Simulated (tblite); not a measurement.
# Run report: C4H5FGeO3, geometry relaxation (part 1 of 2)

The run: geometry relaxation of C4H5FGeO3. Method and program: GFN2-xTB geometry optimisation, gas phase (tblite 0.8.0).

It belongs to a series of runs on one base structure; here: H on C replaced by COOCH3.

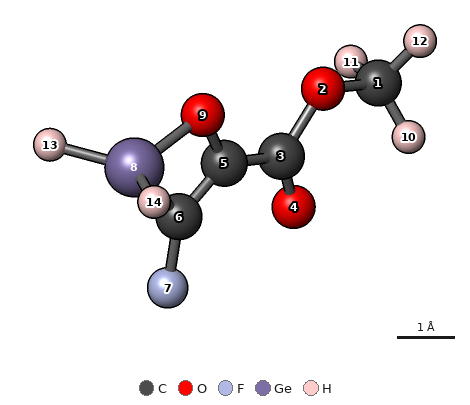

**Figure 1.** The starting structure (ball-and-stick view, seen at a tilt; atoms are numbered from 1 in the order of the input). Sticks mark near contacts. Bond lengths as drawn: C–C 1.28 to 1.49 Å, C–F 1.38 Å, C–Ge 1.87 Å, C–H 1.10 to 1.12 Å, C–O 1.23 to 1.44 Å, Ge–H 1.54 to 1.55 Å and Ge–O 1.74 Å.

## Summary

- outcome: converged
- total energy: −814.3292 eV
- hardware: 1 CPU thread, shared host
- wall time: 0.91 s
- peak memory: 0.18 GiB

## Input
```
{"job": {"kind": "relax", "xc": "GFN2-xTB", "basis": "xTB"}, "charge": 0, "multiplicity": 1}
C      2.942200     0.654100    -0.580300
O      1.515500     0.803100    -0.457700
C      0.751100    -0.291400    -0.007200
O      1.348500    -1.336300     0.236300
C     -0.729600    -0.149400     0.135900
C     -1.644800    -0.969100     0.496600
F     -1.574200    -2.289000     0.902300
Ge    -3.094300     0.204400     0.319100
O     -1.547500     0.881800    -0.091500
H      3.352900     0.041800     0.240500
H      3.199100     0.261700    -1.594200
H      3.336200     1.686400    -0.452600
H     -4.101900    -0.106800    -0.819000
H     -3.753800     0.608300     1.649500
```

The first line tells a small driver script what to run in tblite; the rest is the geometry in Å.

Launched with:
```bash
OMP_NUM_THREADS=1 python <driver script> task.json out
```

## Output
```
step      E/eV     max force
  0    -812.94929    7.669
  1    -813.67693    3.717
  2    -813.92020    1.128
  3    -813.97787    1.002
  4    -814.03430    0.718
  5    -814.08004    0.840
  6    -814.12716    0.704
  7    -814.16148    0.548
  8    -814.19698    0.415
  9    -814.22775    0.523
 10    -814.25239    0.478
 11    -814.26749    0.319
 12    -814.27462    0.178
 13    -814.27891    0.195
 14    -814.28303    0.197
 15    -814.28690    0.169
 16    -814.28998    0.161
 17    -814.29246    0.184
 18    -814.29508    0.177
 19    -814.29832    0.154
 20    -814.30197    0.172
 21    -814.30514    0.148
 22    -814.30743    0.107
 23    -814.30932    0.106
 24    -814.31140    0.120
 25    -814.31369    0.134
 26    -814.31577    0.111
 27    -814.31758    0.119
 28    -814.31967    0.145
 29    -814.32261    0.168
 30    -814.32561    0.127
 31    -814.32717    0.085
 32    -814.32769    0.055
 33    -814.32795    0.043
 34    -814.32825    0.047
 35    -814.32859    0.048
 36    -814.32884    0.040
 37    -814.32897    0.027
 38    -814.32906    0.026
 39    -814.32914    0.023
 40    -814.32920    0.015
 41    -814.32921    0.008
```

## Trajectory as extended XYZ (Å, eV, eV/Å), 34 of the 42 frames kept, from step=0 to step=41
```
14
Properties=species:S:1:pos:R:3:forces:R:3 step=0 energy=-812.94929
C     2.9422    0.6541   -0.5803   -0.3600   0.4360   0.0820
O     1.5155    0.8031   -0.4577   -1.3550  -1.0160   0.5390
C     0.7511   -0.2914   -0.0072    2.4280  -0.2060  -0.3920
O     1.3485   -1.3363    0.2363   -1.4520   1.3350  -0.1640
C    -0.7296   -0.1494    0.1359    2.7890   0.3600  -0.4550
C    -1.6448   -0.9691    0.4966   -1.3800  -7.1670   2.3560
F    -1.5742   -2.2890    0.9023    0.3730   0.5110  -0.2020
Ge   -3.0943    0.2044    0.3191   -2.3560  -0.8230   0.4460
O    -1.5475    0.8818   -0.0915    1.2260   6.3750  -2.1170
H     3.3529    0.0418    0.2405   -0.2640  -0.0640  -0.5110
H     3.1991    0.2617   -1.5942   -0.1680   0.1400   0.8690
H     3.3362    1.6864   -0.4526   -0.2550  -0.5940  -0.2610
H    -4.1019   -0.1068   -0.8190    0.4900   0.4460   0.2840
H    -3.7538    0.6083    1.6495    0.2850   0.2680  -0.4730
14
Properties=species:S:1:pos:R:3:forces:R:3 step=1 energy=-813.67693
C     2.9370    0.6603   -0.5792   -0.5800   0.1380   0.1550
O     1.4961    0.7886   -0.4500   -0.2840  -0.2230   0.1420
C     0.7858   -0.2944   -0.0128   -0.2530   1.9970  -0.6820
O     1.3278   -1.3173    0.2340    0.5820  -1.8320   0.5400
C    -0.6898   -0.1443    0.1294   -2.7910  -1.1620   0.6620
C    -1.6645   -1.0715    0.5302    1.7980   3.0310  -1.1830
F    -1.5689   -2.2818    0.8994    0.6090  -2.8400   0.8190
Ge   -3.1280    0.1927    0.3255    0.1750  -0.6760   0.1130
O    -1.5300    0.9729   -0.1218    1.1270   1.0990  -0.4560
H     3.3492    0.0409    0.2332   -0.2530  -0.0530  -0.4150
H     3.1967    0.2637   -1.5818   -0.1770   0.0980   0.6350
H     3.3326    1.6780   -0.4563   -0.2120  -0.2480  -0.1880
H    -4.0949   -0.1004   -0.8149    0.1940   0.3690   0.1120
H    -3.7498    0.6122    1.6428    0.0650   0.3020  -0.2550
14
Properties=species:S:1:pos:R:3:forces:R:3 step=2 energy=-813.92020
C     2.9292    0.6631   -0.5771   -0.4870  -0.0060   0.1760
O     1.4889    0.7831   -0.4468   -0.1300   0.1930  -0.0190
C     0.7897   -0.2714   -0.0220    0.2360  -1.0750   0.2480
O     1.3305   -1.3351    0.2399   -0.6190   0.7360  -0.1170
C    -0.7148   -0.1570    0.1360   -0.6890   0.6840  -0.1770
C    -1.6472   -1.0561    0.5230    0.4930   0.0270  -0.0880
F    -1.5607   -2.3138    0.9085    0.4460  -0.5900   0.1290
Ge   -3.1326    0.1824    0.3281    0.4070  -0.4050   0.0420
O    -1.5132    1.0039   -0.1331    0.8350  -0.0880  -0.0510
H     3.3454    0.0401    0.2269   -0.2500  -0.0790  -0.3110
H     3.1941    0.2653   -1.5718   -0.1940   0.0490   0.4600
H     3.3294    1.6733   -0.4593   -0.2040  -0.0690  -0.1390
H    -4.0912   -0.0948   -0.8128    0.1220   0.3250   0.0360
H    -3.7482    0.6165    1.6384    0.0330   0.2970  -0.1910
14
Properties=species:S:1:pos:R:3:forces:R:3 step=4 energy=-814.03430
C     2.9057    0.6657   -0.5693   -0.2320   0.0840   0.0710
O     1.4776    0.7857   -0.4448   -0.2790  -0.0080   0.0680
C     0.7878   -0.2826   -0.0211   -0.4920   0.1340   0.0180
O     1.3157   -1.3325    0.2427   -0.1680  -0.1010   0.0640
C    -0.7369   -0.1307    0.1282    0.6990  -0.1400  -0.0890
C    -1.6272   -1.0645    0.5221    0.1480  -0.3670   0.0790
F    -1.5372   -2.3440    0.9150    0.4430   0.2730  -0.1470
Ge   -3.1191    0.1610    0.3315    0.2460  -0.2170   0.0730
O    -1.4732    1.0159   -0.1407    0.1130  -0.1020   0.0250
H     3.3329    0.0356    0.2123   -0.2180  -0.1450  -0.0040
H     3.1843    0.2674   -1.5492   -0.1990  -0.0580   0.0830
H     3.3189    1.6686   -0.4662   -0.1960   0.0520  -0.0350
H    -4.0842   -0.0778   -0.8106    0.0900   0.3060  -0.0190
H    -3.7458    0.6316    1.6279    0.0450   0.2880  -0.1870
14
Properties=species:S:1:pos:R:3:forces:R:3 step=5 energy=-814.08004
C     2.8880    0.6690   -0.5637   -0.1030   0.0120   0.0280
O     1.4651    0.7867   -0.4420   -0.2880  -0.0090   0.0730
C     0.7749   -0.2834   -0.0208   -0.1390   0.0190   0.0370
O     1.3048   -1.3350    0.2460   -0.2270   0.0670   0.0060
C    -0.7331   -0.1219    0.1227    0.5590  -0.6210   0.0860
C    -1.6124   -1.0753    0.5227    0.2660  -0.0130  -0.0420
F    -1.5145   -2.3544    0.9153    0.4350   0.3410  -0.1710
Ge   -3.1065    0.1447    0.3351    0.1490  -0.0650   0.0520
O    -1.4499    1.0202   -0.1441   -0.1780  -0.1720   0.0740
H     3.3214    0.0299    0.2048   -0.2260  -0.1200   0.1290
H     3.1746    0.2672   -1.5356   -0.2180  -0.0920  -0.1010
H     3.3088    1.6674   -0.4705   -0.1990   0.1210   0.0350
H    -4.0785   -0.0618   -0.8099    0.1020   0.2780  -0.0210
H    -3.7436    0.6463    1.6180    0.0670   0.2560  -0.1860
14
Properties=species:S:1:pos:R:3:forces:R:3 step=6 energy=-814.12716
C     2.8651    0.6725   -0.5564    0.0140  -0.0440  -0.0350
O     1.4450    0.7881   -0.4375   -0.1550   0.0190   0.0510
C     0.7584   -0.2841   -0.0199    0.3540  -0.1020   0.0330
O     1.2880   -1.3374    0.2501   -0.1340   0.1000  -0.0290
C    -0.7204   -0.1221    0.1177    0.0840  -0.6750   0.1810
C    -1.5895   -1.0873    0.5223    0.2420   0.2340  -0.1120
F    -1.4789   -2.3608    0.9124    0.4120   0.2330  -0.1390
Ge   -3.0882    0.1248    0.3400    0.0280   0.1340   0.0000
O    -1.4256    1.0198   -0.1462   -0.3800  -0.2930   0.1260
H     3.3029    0.0210    0.1984   -0.2450  -0.0530   0.2390
H     3.1585    0.2651   -1.5216   -0.2500  -0.0990  -0.2430
H     3.2929    1.6685   -0.4748   -0.2160   0.1210   0.1080
H    -4.0694   -0.0373   -0.8093    0.1410   0.2270  -0.0030
H    -3.7394    0.6686    1.6026    0.1060   0.1990  -0.1770
14
Properties=species:S:1:pos:R:3:forces:R:3 step=7 energy=-814.16148
C     2.8481    0.6743   -0.5517    0.0680  -0.0660  -0.0800
O     1.4279    0.7898   -0.4333    0.0450   0.0340   0.0200
C     0.7512   -0.2850   -0.0188    0.5300  -0.1380   0.0200
O     1.2749   -1.3399    0.2533    0.0840   0.0000  -0.0270
C    -0.7091   -0.1297    0.1158   -0.2550  -0.3990   0.1570
C    -1.5703   -1.0948    0.5211    0.0640   0.2360  -0.0880
F    -1.4449   -2.3605    0.9075    0.3800   0.0020  -0.0660
Ge   -3.0736    0.1128    0.3435   -0.0560   0.2400  -0.0430
O    -1.4139    1.0119   -0.1447   -0.4300  -0.2680   0.1180
H     3.2846    0.0136    0.1979   -0.2570   0.0290   0.2500
H     3.1418    0.2618   -1.5155   -0.2660  -0.0700  -0.2550
H     3.2770    1.6714   -0.4761   -0.2140   0.0660   0.1380
H    -4.0601   -0.0150   -0.8090    0.1720   0.1790   0.0090
H    -3.7344    0.6889    1.5879    0.1350   0.1530  -0.1530
14
Properties=species:S:1:pos:R:3:forces:R:3 step=9 energy=-814.22775
C     2.8235    0.6741   -0.5490    0.0570  -0.0400  -0.0760
O     1.4056    0.7941   -0.4255    0.2370  -0.0720   0.0010
C     0.7590   -0.2913   -0.0158    0.0370  -0.0900   0.0230
O     1.2662   -1.3504    0.2579    0.5080  -0.1190  -0.0330
C    -0.6956   -0.1533    0.1170   -0.2690   0.3260  -0.0290
C    -1.5444   -1.1064    0.5191   -0.3310  -0.2230   0.1120
F    -1.3642   -2.3589    0.8948    0.2130  -0.3660   0.0680
Ge   -3.0514    0.1075    0.3461   -0.1250   0.1730  -0.0660
O    -1.4209    0.9819   -0.1350   -0.1990   0.1110  -0.0280
H     3.2377    0.0041    0.2116   -0.1680   0.1600   0.0820
H     3.0972    0.2528   -1.5197   -0.1790   0.0270  -0.0800
H     3.2373    1.6791   -0.4697   -0.0920  -0.0740   0.0940
H    -4.0335    0.0334   -0.8086    0.1650   0.0810  -0.0380
H    -3.7172    0.7328    1.5547    0.1450   0.1060  -0.0280
14
Properties=species:S:1:pos:R:3:forces:R:3 step=10 energy=-814.25239
C     2.8160    0.6727   -0.5503    0.0090  -0.0190  -0.0310
O     1.4021    0.7939   -0.4221    0.0900  -0.1280   0.0120
C     0.7653   -0.2973   -0.0136   -0.2220  -0.0650   0.0310
O     1.2748   -1.3559    0.2584    0.4740  -0.0190  -0.0580
C    -0.6959   -0.1599    0.1182   -0.1660   0.3150  -0.0290
C    -1.5414   -1.1147    0.5205   -0.2640  -0.3260   0.1410
F    -1.3252   -2.3659    0.8907    0.0800  -0.2680   0.0540
Ge   -3.0463    0.1109    0.3455   -0.0920   0.0470  -0.0340
O    -1.4319    0.9721   -0.1313   -0.0080   0.2030  -0.0760
H     3.2139    0.0043    0.2207   -0.0570   0.1510  -0.0010
H     3.0739    0.2493   -1.5252   -0.0820   0.0510  -0.0020
H     3.2185    1.6810   -0.4641    0.0050  -0.0880   0.0440
H    -4.0182    0.0555   -0.8095    0.1120   0.0410  -0.1030
H    -3.7062    0.7536    1.5401    0.1220   0.1050   0.0520
14
Properties=species:S:1:pos:R:3:forces:R:3 step=11 energy=-814.26749
C     2.8108    0.6715   -0.5515   -0.0470  -0.0040   0.0050
O     1.4002    0.7912   -0.4195   -0.0910  -0.1050   0.0120
C     0.7666   -0.3033   -0.0115   -0.2620  -0.0530   0.0330
O     1.2875   -1.3582    0.2573    0.2980   0.0870  -0.0720
C    -0.7005   -0.1612    0.1195   -0.0610   0.0950   0.0230
C    -1.5420   -1.1243    0.5231   -0.1240  -0.2110   0.0920
F    -1.2980   -2.3759    0.8891   -0.0250  -0.0910   0.0140
Ge   -3.0447    0.1133    0.3447   -0.0390  -0.0390   0.0030
O    -1.4384    0.9705   -0.1308    0.0910   0.1150  -0.0570
H     3.1973    0.0069    0.2264    0.0450   0.0980  -0.0250
H     3.0571    0.2479   -1.5286   -0.0030   0.0470   0.0210
H     3.2062    1.6807   -0.4597    0.0660  -0.0610   0.0060
H    -4.0061    0.0710   -0.8121    0.0560   0.0170  -0.1570
H    -3.6967    0.7695    1.5314    0.0970   0.1050   0.1020
14
Properties=species:S:1:pos:R:3:forces:R:3 step=12 energy=-814.27462
C     2.8076    0.6708   -0.5519   -0.0900   0.0080   0.0170
O     1.3976    0.7881   -0.4182   -0.1680  -0.0320  -0.0030
C     0.7636   -0.3073   -0.0101   -0.1390  -0.0380   0.0220
O     1.2983   -1.3569    0.2553    0.1230   0.1120  -0.0620
C    -0.7055   -0.1608    0.1210    0.0030  -0.0950   0.0630
C    -1.5440   -1.1310    0.5254   -0.0380  -0.0510   0.0340
F    -1.2872   -2.3831    0.8891   -0.0710   0.0150  -0.0110
Ge   -3.0452    0.1135    0.3445   -0.0110  -0.0530   0.0190
O    -1.4391    0.9728   -0.1319    0.0910  -0.0240  -0.0090
H     3.1913    0.0100    0.2283    0.0870   0.0470  -0.0130
H     3.0501    0.2483   -1.5296    0.0260   0.0330   0.0150
H     3.2023    1.6792   -0.4578    0.0690  -0.0300  -0.0090
H    -3.9998    0.0777   -0.8162    0.0330   0.0100  -0.1660
H    -3.6907    0.7781    1.5298    0.0860   0.0970   0.1040
14
Properties=species:S:1:pos:R:3:forces:R:3 step=14 energy=-814.28303
C     2.7990    0.6709   -0.5514   -0.0820   0.0320   0.0130
O     1.3865    0.7848   -0.4176   -0.0850   0.0960  -0.0310
C     0.7556   -0.3126   -0.0079    0.1250   0.0080  -0.0110
O     1.3152   -1.3510    0.2503   -0.0770   0.0100  -0.0100
C    -0.7111   -0.1656    0.1261    0.0370  -0.1840   0.0590
C    -1.5488   -1.1391    0.5294    0.0050   0.0770  -0.0110
F    -1.2815   -2.3903    0.8889   -0.1030   0.0280  -0.0050
Ge   -3.0468    0.1115    0.3450   -0.0280   0.0050   0.0050
O    -1.4349    0.9718   -0.1328    0.0340  -0.1650   0.0540
H     3.1904    0.0158    0.2293    0.0420   0.0070  -0.0140
H     3.0446    0.2507   -1.5293    0.0030   0.0150   0.0240
H     3.2021    1.6760   -0.4566   -0.0040   0.0040  -0.0200
H    -3.9914    0.0847   -0.8297    0.0480   0.0090  -0.0990
H    -3.6796    0.7919    1.5341    0.0850   0.0580   0.0450
14
Properties=species:S:1:pos:R:3:forces:R:3 step=15 energy=-814.28690
C     2.7919    0.6718   -0.5508   -0.0320   0.0450   0.0020
O     1.3782    0.7856   -0.4181    0.0120   0.1040  -0.0250
C     0.7535   -0.3149   -0.0069    0.1650   0.0290  -0.0230
O     1.3230   -1.3482    0.2475   -0.1050  -0.0560   0.0150
C    -0.7120   -0.1723    0.1300    0.0380  -0.1200   0.0250
C    -1.5519   -1.1427    0.5318   -0.0010   0.0510  -0.0040
F    -1.2804   -2.3929    0.8883   -0.1190  -0.0270   0.0180
Ge   -3.0480    0.1106    0.3454   -0.0330   0.0350  -0.0110
O    -1.4319    0.9661   -0.1316    0.0110  -0.1450   0.0580
H     3.1905    0.0191    0.2296   -0.0150   0.0080  -0.0290
H     3.0412    0.2523   -1.5287   -0.0230   0.0110   0.0360
H     3.2015    1.6745   -0.4563   -0.0460   0.0250  -0.0230
H    -3.9854    0.0891   -0.8397    0.0640   0.0080  -0.0460
H    -3.6711    0.8014    1.5373    0.0830   0.0310   0.0050
14
Properties=species:S:1:pos:R:3:forces:R:3 step=16 energy=-814.28998
C     2.7855    0.6735   -0.5503    0.0220   0.0520  -0.0080
O     1.3715    0.7879   -0.4188    0.0830   0.0600  -0.0010
C     0.7540   -0.3162   -0.0064    0.1110   0.0340  -0.0220
O     1.3281   -1.3471    0.2454   -0.0780  -0.0890   0.0240
C    -0.7114   -0.1799    0.1336    0.0300  -0.0330  -0.0080
C    -1.5546   -1.1457    0.5340   -0.0060  -0.0080   0.0120
F    -1.2810   -2.3953    0.8880   -0.1330  -0.0810   0.0400
Ge   -3.0494    0.1105    0.3455   -0.0140   0.0410  -0.0200
O    -1.4295    0.9585   -0.1294    0.0030  -0.0720   0.0400
H     3.1898    0.0221    0.2295   -0.0610   0.0130  -0.0380
H     3.0375    0.2538   -1.5276   -0.0390   0.0080   0.0350
H     3.1998    1.6738   -0.4564   -0.0660   0.0540  -0.0240
H    -3.9788    0.0934   -0.8491    0.0720   0.0080  -0.0030
H    -3.6622    0.8104    1.5399    0.0770   0.0110  -0.0260
14
Properties=species:S:1:pos:R:3:forces:R:3 step=17 energy=-814.29246
C     2.7811    0.6758   -0.5501    0.0580   0.0490  -0.0140
O     1.3677    0.7906   -0.4192    0.1000  -0.0040   0.0280
C     0.7562   -0.3168   -0.0064    0.0170   0.0170  -0.0110
O     1.3305   -1.3476    0.2441   -0.0290  -0.0790   0.0170
C    -0.7100   -0.1867    0.1363    0.0150   0.0310  -0.0280
C    -1.5568   -1.1484    0.5359   -0.0030  -0.0570   0.0230
F    -1.2842   -2.3985    0.8885   -0.1420  -0.1050   0.0510
Ge   -3.0506    0.1112    0.3453    0.0260   0.0270  -0.0210
O    -1.4276    0.9513   -0.1270    0.0050   0.0080   0.0150
H     3.1881    0.0246    0.2287   -0.0790   0.0150  -0.0310
H     3.0339    0.2551   -1.5262   -0.0400   0.0040   0.0140
H     3.1972    1.6745   -0.4569   -0.0620   0.0840  -0.0230
H    -3.9723    0.0970   -0.8565    0.0700   0.0100   0.0210
H    -3.6538    0.8176    1.5414    0.0650   0.0000  -0.0420
14
Properties=species:S:1:pos:R:3:forces:R:3 step=19 energy=-814.29832
C     2.7751    0.6841   -0.5505    0.0600   0.0200  -0.0150
O     1.3643    0.7953   -0.4177    0.0020  -0.1150   0.0790
C     0.7615   -0.3185   -0.0066   -0.1370  -0.0640   0.0300
O     1.3335   -1.3518    0.2416    0.0610   0.0060  -0.0180
C    -0.7070   -0.2010    0.1409   -0.0220   0.0580  -0.0240
C    -1.5609   -1.1571    0.5414    0.0140  -0.0730   0.0120
F    -1.3030   -2.4122    0.8932   -0.1280  -0.0460   0.0350
Ge   -3.0507    0.1135    0.3436    0.1250  -0.0290  -0.0020
O    -1.4223    0.9376   -0.1212    0.0170   0.1110  -0.0270
H     3.1805    0.0311    0.2253   -0.0310   0.0080   0.0280
H     3.0244    0.2583   -1.5230   -0.0060   0.0040  -0.0660
H     3.1885    1.6825   -0.4600   -0.0270   0.1170  -0.0180
H    -3.9537    0.1048   -0.8715    0.0460   0.0150   0.0470
H    -3.6310    0.8331    1.5424    0.0280  -0.0100  -0.0600
14
Properties=species:S:1:pos:R:3:forces:R:3 step=20 energy=-814.30197
C     2.7728    0.6905   -0.5512    0.0190  -0.0050  -0.0100
O     1.3626    0.7958   -0.4148   -0.0730  -0.1230   0.0810
C     0.7627   -0.3212   -0.0061   -0.1340  -0.0980   0.0450
O     1.3362   -1.3547    0.2397    0.0780   0.0350  -0.0300
C    -0.7062   -0.2091    0.1434   -0.0280   0.0210  -0.0040
C    -1.5631   -1.1641    0.5451    0.0110  -0.0290  -0.0110
F    -1.3204   -2.4234    0.8977   -0.0970   0.0260   0.0100
Ge   -3.0476    0.1144    0.3423    0.1420  -0.0460   0.0100
O    -1.4178    0.9315   -0.1180    0.0260   0.0990  -0.0330
H     3.1748    0.0357    0.2233    0.0250   0.0110   0.0610
H     3.0183    0.2607   -1.5221    0.0170   0.0170  -0.0940
H     3.1820    1.6911   -0.4628   -0.0190   0.0890  -0.0160
H    -3.9400    0.1100   -0.8801    0.0310   0.0180   0.0590
H    -3.6149    0.8426    1.5415    0.0040  -0.0150  -0.0670
14
Properties=species:S:1:pos:R:3:forces:R:3 step=21 energy=-814.30514
C     2.7709    0.6962   -0.5520   -0.0330  -0.0250  -0.0010
O     1.3599    0.7943   -0.4107   -0.1060  -0.0860   0.0580
C     0.7619   -0.3253   -0.0050   -0.0620  -0.1010   0.0440
O     1.3401   -1.3572    0.2374    0.0640   0.0240  -0.0280
C    -0.7063   -0.2161    0.1457   -0.0150  -0.0240   0.0150
C    -1.5651   -1.1708    0.5482   -0.0060   0.0260  -0.0320
F    -1.3384   -2.4335    0.9022   -0.0560   0.0810  -0.0110
Ge   -3.0424    0.1144    0.3413    0.1090  -0.0350   0.0150
O    -1.4130    0.9276   -0.1157    0.0360   0.0470  -0.0260
H     3.1702    0.0402    0.2225    0.0710   0.0270   0.0650
H     3.0130    0.2634   -1.5229    0.0250   0.0380  -0.0830
H     3.1755    1.7004   -0.4658   -0.0320   0.0280  -0.0150
H    -3.9268    0.1150   -0.8868    0.0200   0.0180   0.0690
H    -3.6001    0.8510    1.5394   -0.0150  -0.0190  -0.0700
```
